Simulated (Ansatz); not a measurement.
# CH2GeN (SMILES N#[C][GeH2]): UPBE-QIDH/def2-SVPD

Aim: the electronic atomisation energy of CH2GeN at UPBE-QIDH/def2-SVPD, from 5 runs. 

The calculation is run with Ansatz 0.2.0.

57 further runs of the same task are left out: 57 set aside as unsound or not needed.

### 1 The system as given

CH2GeN: 5 atoms, total charge 0, spin state doublet. SMILES: `N#[C][GeH2]`. Geometry: relaxed at PBE0-D4/def2-TZVP.

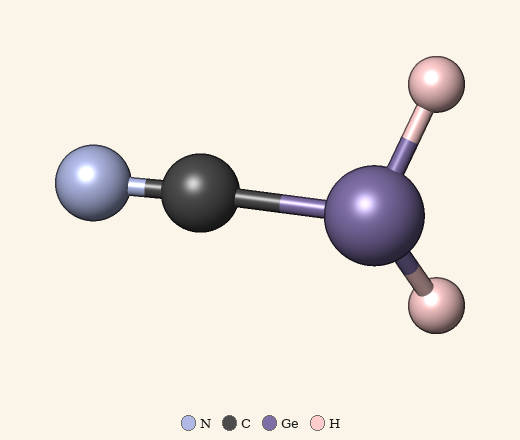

The structure, seen from a chosen angle (nitrogen light blue, carbon dark grey, germanium purple, hydrogen pink).

### 2 The energy at UPBE-QIDH/def2-SVPD

input.yaml reads:

```yaml
crystal:
  periodic: [false, false, false]
  atoms:
    - {symbol: "N", position_ang: [1.590700, -1.029300, 1.293200]}
    - {symbol: C, position_ang: [0.838400, -0.535900, 0.570400]}
    - {symbol: Ge, position_ang: [-0.315900, 0.241400, -0.740100]}
    - {symbol: H, position_ang: [-1.658900, -0.498000, -0.695900]}
    - {symbol: H, position_ang: [-0.404300, 1.748400, -0.468900]}
basis:
  gaussian:
    orbitals: def2-SVPD
magnetization:
  spin_polarized: true
  initial_magnetization: 1
hamiltonian:
  xc: {name: PBE-QIDH}
correlation:
  frozen_orbitals: {C: 1, Ge: 9, H: 0, "N": 1}
accuracy: high
output:
  orbitals: {seedname: orbitals}
```

Started as:

```sh
$ ansatz run input.yaml --threads 1 --pin off --max-ram 3480MiB --events-out events.jsonl --progress --plain --runs-dir runs
```

Standard output:

```text
Warning: RAYON_NUM_THREADS=1 ignored (pool sized by the plan → 1); use --threads N
Functional definition: PBE-QIDH
  name "PBE-QIDH"
  parameter a = 3^(-1/3)
  parameter c = 1/3
  exchange = (1 - a)*pbe_x + a*exact_x
  correlation = (1 - c)*pbe_c + c*(mp2_os + mp2_ss)
1836 factors; integrals over basis functions are off by at most 4.0e-9 eV
mean field evaluation 1: about -59038.1035 eV, gradient 2.3e1 eV
mean field evaluation 2: about -59038.1695 eV, gradient 2.3e1 eV
mean field evaluation 4: about -59041.2990 eV, gradient 3.6e0 eV
mean field evaluation 8: about -59041.4044 eV, gradient 3.9e-1 eV
mean field evaluation 16: about -59041.4072 eV, gradient 5.1e-3 eV
mean field evaluation 32: about -59041.4072 eV, gradient 4.4e-7 eV
mean field -59041.40716220 eV, -2169.7316935076 hartree, gradient 3.8e-8 eV, S^2 0.761204; 0 other end points of the search recorded, 0 dependent functions left out
11 core orbitals not correlated: weight in the atoms' cores, before any rotation towards them, 1.000 or more for the frozen orbitals, at most 0.000 for the correlated occupied ones
reference -59041.40716352 eV, -2169.7316935561 hartree; 13, 12 occupied and 70, 71 virtual orbitals, 1836 factors
second order -15.75044835 eV of doubles, -0.00000000 eV of singles
Total energy: -59046.65731297 eV, -2169.9246329897 hartree
```

Run time: 16 s. Hardware: 1 thread of Arm Neoverse V2, shared host; peak memory 0.41 GiB.

### 3 The C atom

input.yaml reads:

```yaml
crystal:
  periodic: [false, false, false]
  atoms:
    - {symbol: C, position_ang: [0.000000, 0.000000, 0.000000]}
basis:
  gaussian: {orbitals: def2-SVPD}
accuracy: high
magnetization: {spin_polarized: true, initial_magnetization: 2}
correlation: {frozen_orbitals: {C: 1}}
hamiltonian: {xc: {name: PBE-QIDH}}
```

Run the same way, it converges to -37.75078 Eh (log not shown).

### 4 The Ge atom

job.yaml reads:

```yaml
crystal:
  periodic: [false, false, false]
  atoms:
    - {symbol: Ge, position_ang: [0.000000, 0.000000, 0.000000]}
basis:
  gaussian:
    orbitals: def2-SVPD
magnetization:
  spin_polarized: true
  initial_magnetization: 2
hamiltonian:
  xc: {name: PBE-QIDH}
correlation:
  frozen_orbitals: {Ge: 9}
accuracy: high
```

Run the same way, it converges to -2076.05736 Eh (log not shown).

### 5 The H atom

input.yaml reads:

```yaml
crystal:
  periodic: [false, false, false]
  atoms:
    - {symbol: H, position_ang: [0.000000, 0.000000, 0.000000]}
basis:
  gaussian:
    orbitals: def2-SVPD
magnetization:
  spin_polarized: true
  initial_magnetization: 1
hamiltonian:
  xc: {name: PBE-QIDH}
correlation:
  frozen_orbitals: {H: 0}
accuracy: high
```

Started as:

```sh
$ ansatz run input.yaml --threads 1 --pin off --max-ram 3480MiB --events-out events.jsonl --progress --plain --runs-dir runs
```

Standard output:

```text
Warning: RAYON_NUM_THREADS=1 ignored (pool sized by the plan → 1); use --threads N
Functional definition: PBE-QIDH
  name "PBE-QIDH"
  parameter a = 3^(-1/3)
  parameter c = 1/3
  exchange = (1 - a)*pbe_x + a*exact_x
  correlation = (1 - c)*pbe_c + c*(mp2_os + mp2_ss)
33 factors; integrals over basis functions are off by at most 2.1e-9 eV
mean field evaluation 1: about -13.6204 eV, gradient 1.2e0 eV
mean field evaluation 2: about -13.6204 eV, gradient 1.2e0 eV
mean field evaluation 4: about -13.6394 eV, gradient 2.8e-4 eV
mean field evaluation 8: about -13.6394 eV, gradient 5.4e-8 eV
mean field -13.63944455 eV, -0.5012403420 hartree, gradient 5.4e-8 eV, S^2 0.750000; 0 other end points of the search recorded, 0 dependent functions left out
reference -13.63944510 eV, -0.5012403623 hartree; 1, 0 occupied and 7, 8 virtual orbitals, 33 factors
second order 0.00000000 eV of doubles, -0.00000000 eV of singles
Total energy: -13.63944510 eV, -0.5012403623 hartree
```

Wall time 0.12 s (1 thread of Arm Neoverse V2, shared host).

### 6 The N atom, same level

input.yaml reads:

```yaml
crystal:
  periodic: [false, false, false]
  atoms:
    - {symbol: N, position_ang: [0.000000, 0.000000, 0.000000]}
basis:
  gaussian: {orbitals: def2-SVPD}
magnetization: {spin_polarized: true, initial_magnetization: 3}
hamiltonian: {xc: {name: PBE-QIDH}}
correlation: {frozen_orbitals: {"N": 1}}
accuracy: high
```

Run the same way, it converges to -54.46939 Eh (log not shown).

### 7 Results

Level: UPBE-QIDH/def2-SVPD, 11 core orbitals frozen.

```
                                                          quantity           value
                                            molecule: total energy  -2169.92463 Eh
molecule: HOMO energy (SCF part's orbitals) (highest over α and β)        -8.99 eV
 molecule: LUMO energy (SCF part's orbitals) (lowest over α and β)        -1.76 eV
                                                    molecule: ⟨S²⟩           0.761
                                              C atom: total energy    -37.75078 Eh
                                                      C atom: ⟨S²⟩           2.006
                                             Ge atom: total energy  -2076.05736 Eh
                                                     Ge atom: ⟨S²⟩           2.007
                                              H atom: total energy     -0.50124 Eh
                                                      H atom: ⟨S²⟩           0.750
                                              N atom: total energy    -54.46939 Eh
                                                      N atom: ⟨S²⟩           3.756
                                     electronic atomisation energy       17.541 eV
```

Taking the molecule apart into free atoms costs 17.54 eV (1692 kJ/mol), before zero-point energy and without spin-orbit coupling.
